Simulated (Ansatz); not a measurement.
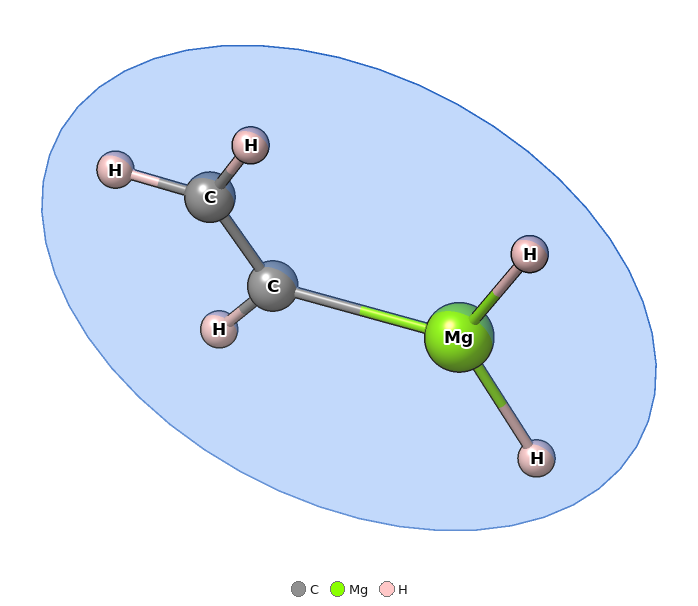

All proper rotation axes (lines) and mirror planes (discs) of the structure are drawn in. Distant atoms are faded towards the background colour. Charge −1, singlet. The geometry was computed by an optimisation with PBE0-D4/def2-TZVPD. No frequency run is at hand to confirm it as a minimum.

### Name the symmetry elements and the point group.

It has 1 mirror plane. Point group Cs. The group has 2 operations. The geometry is achiral, and symmetry allows a dipole moment.
